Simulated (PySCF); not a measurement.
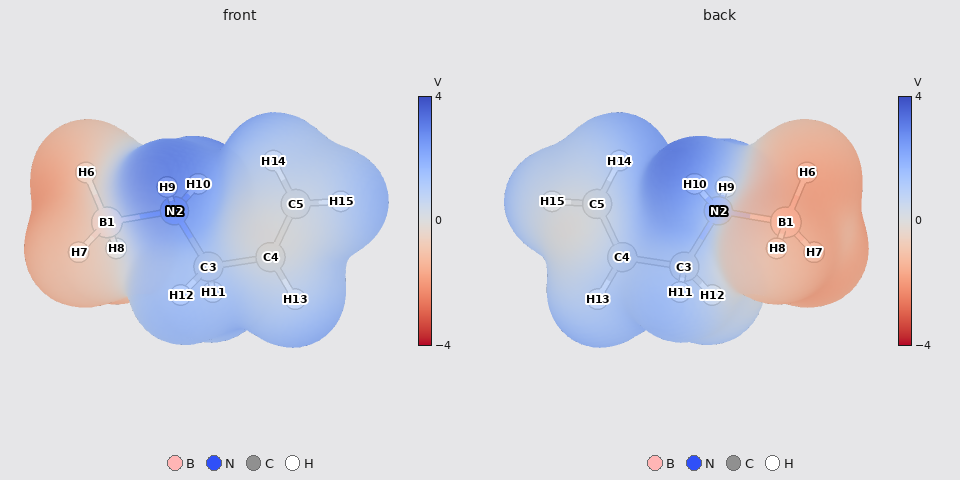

*C3H10BN (SMILES [BH3-][NH2+]CC=C). The electrostatic potential painted on the density surface at 0.004 e/bohr³, seen from the front and from behind; red is negative and blue positive.*

Geometry: GFN2-xTB.

These are results of PBE0/pcSseg-1, SCF density, gas phase, non-relativistic (PySCF 2.14.0), not measurements.

```xyz
15

B    -2.2364   -0.0885   -0.1243
N    -0.6480    0.3351   -0.0934
C     0.2625   -0.7427   -0.4563
C     1.7138   -0.3704   -0.4543
C     2.2178    0.8105   -0.1463
H    -2.8283    0.8976    0.1917
H    -2.3578   -0.9736    0.6643
H    -2.4677   -0.4267   -1.2435
H    -0.4506    0.6622    0.8474
H    -0.5439    1.1149   -0.7354
H    -0.0237   -1.1022   -1.4499
H     0.0943   -1.5733    0.2370
H     2.3714   -1.1804   -0.7389
H     1.6142    1.6545    0.1464
H     3.2779    0.9910   -0.1721
```

Describe the electrostatic potential map.

Answer. The most negative region (about −1.8 V) lies over H7, the most positive (about +2.9 V) over H9 and H10.
